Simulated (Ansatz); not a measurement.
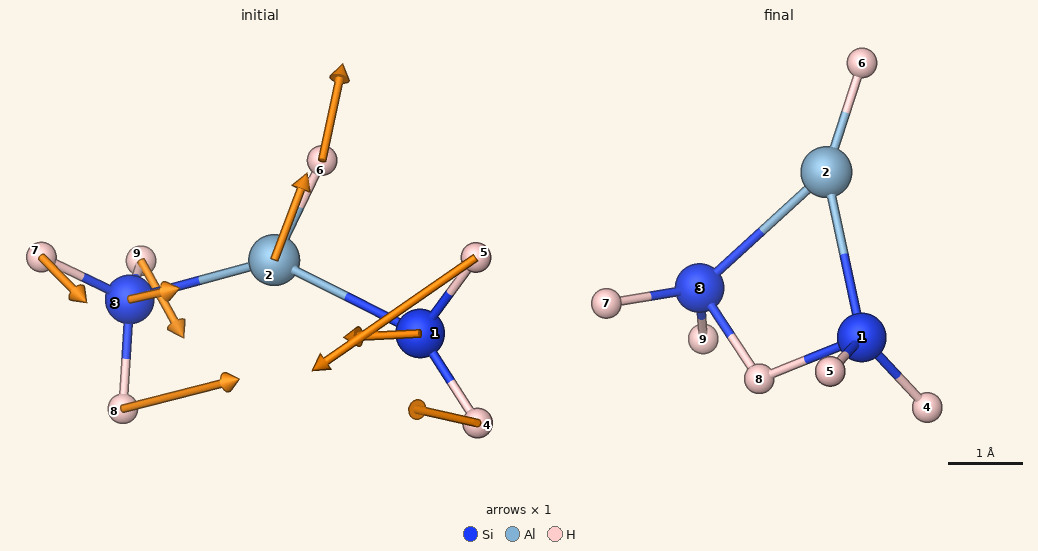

The structure of AlSi2H6 (charge +1) before (left) and after (right) a relaxation, at one scale. The orange arrows give the displacements, at their true length.

A ball-and-stick model, seen at a tilt.

These are results of Ansatz, RKS PBE0-D4/def2-TZVP, not measurements.

Input
```yaml
crystal:
  periodic: [false, false, false]
  atoms:
    - {symbol: Si, position_ang: [-1.538530, 1.300790, -1.518880]}
    - {symbol: Al, position_ang: [0.171760, 0.433340, 0.169390]}
    - {symbol: Si, position_ang: [1.125920, -1.565080, 1.158720]}
    - {symbol: H, position_ang: [-2.650100, 0.978740, -2.448740]}
    - {symbol: H, position_ang: [-1.441270, 2.770550, -1.712340]}
    - {symbol: H, position_ang: [0.431030, 1.981640, 0.358000]}
    - {symbol: H, position_ang: [2.586870, -1.570930, 0.924960]}
    - {symbol: H, position_ang: [0.491370, -2.714370, 0.463700]}
    - {symbol: H, position_ang: [0.822950, -1.614670, 2.605190]}
basis:
  gaussian: {orbitals: def2-TZVP}
total_charge: 1
hamiltonian: {xc: pbe0, dispersion: d4}
relax: {f_tol: 0.005, max_steps: 200}
```

Launched with:
```bash
ansatz run in.yaml --threads 2 --pin off --events-out ev --progress --plain --max-ram 4352MiB
```

> Describe what moved and what it gained.

After 36 accepted moves (38 points after the start) the energy has fallen by 96.6 kJ/mol. The largest force component goes from 0.68 to 0.0012 eV/Å. The line search rejected the trial steps at points 12, 24 of the run. The atom that moves furthest after the best rigid fit is H5 (2.72 Å). By element the largest moves are H 2.72 Å, Al 1.28 Å, Si 1.19 Å. Near-neighbour distances that change, for instance: Si1–H8 4.917 → 1.679 Å, Si1–Si3 4.742 → 2.780 Å, Si3–H8 1.485 → 1.679 Å, Si1–Al2 2.555 → 2.441 Å. New bonds form: Si1–H8 (4.92 → 1.68 Å). Bond angles that change, for instance: Si1–Al2–Si3 144.4° → 69.4°, Si1–Al2–H6 81.7° → 145.3°, Al2–Si1–H4 147.3° → 122.9°. Groups turn about Si1–Al2 by about 85°. Cost: 3.1 min on 2 threads of Intel Xeon Platinum 8259CL @ 2.50GHz, on a shared host.
